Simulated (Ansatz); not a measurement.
```yaml
atoms:
  - { symbol: O, position_ang: [-2.1701, -0.4216, 0.7072] }
  - { symbol: C, position_ang: [-1.2965, 0.3603, 0.9836] }
  - { symbol: C, position_ang: [0.1027, 0.2531, 0.4903] }
  - { symbol: Si, position_ang: [0.6247, -1.5544, 0.2830] }
  - { symbol: Si, position_ang: [0.2479, 1.1652, -1.1644] }
  - { symbol: H, position_ang: [-1.5133, 1.2362, 1.6316] }
  - { symbol: H, position_ang: [0.7833, 0.7786, 1.1701] }
  - { symbol: H, position_ang: [0.0507, -2.1362, -0.9542] }
  - { symbol: H, position_ang: [0.1991, -2.3431, 1.4651] }
  - { symbol: H, position_ang: [2.1077, -1.5801, 0.1768] }
  - { symbol: H, position_ang: [-0.6664, 0.5478, -2.1541] }
  - { symbol: H, position_ang: [1.6533, 1.0605, -1.6337] }
  - { symbol: H, position_ang: [-0.1027, 2.5991, -0.9865] }
```

Geometry: PBE0-D4/def2-TZVP.

These are results of RKS PBE0-D4/def2-TZVPP (Ansatz), not measurements.

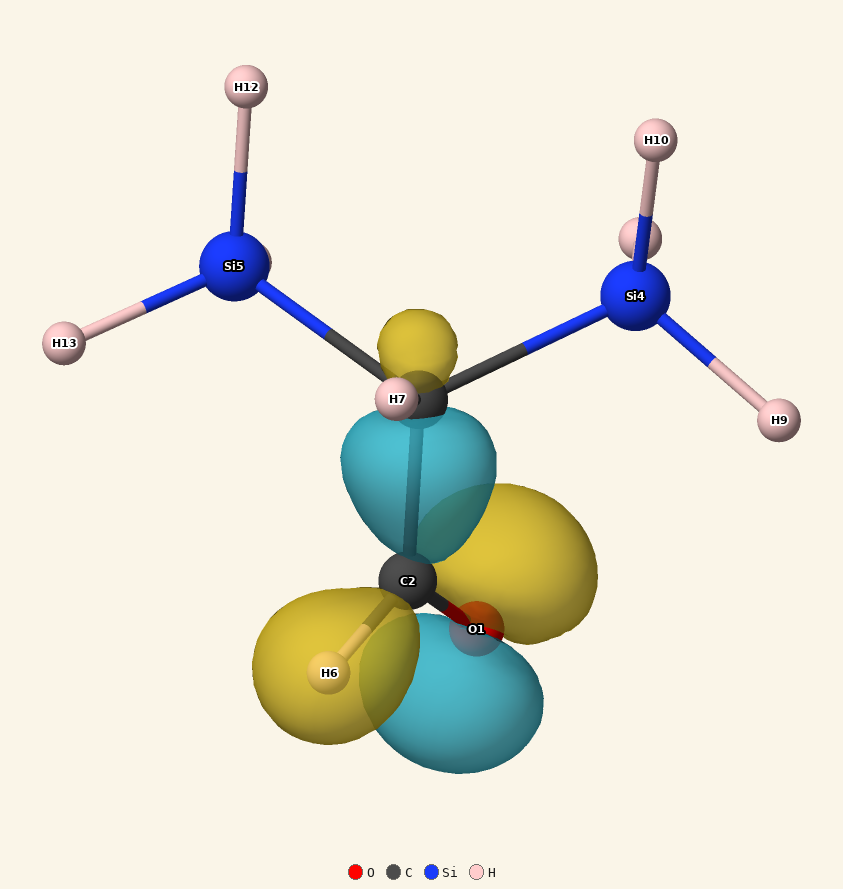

C₂H₈OSi₂ (SMILES O=CC([SiH3])[SiH3]). One frontier orbital at ±0.2 Å⁻³ᐟ² (yellow and cyan are the two phases), seen across its widest extent.

Question: Which orbital is it: HOMO or LUMO?

Answer: The HOMO, at −7.64 eV. By Hirshfeld shares it lies mainly on O1 (about 60 %), C2 (about 15 %), C3 (about 10 %) and H6 (about 10 %).
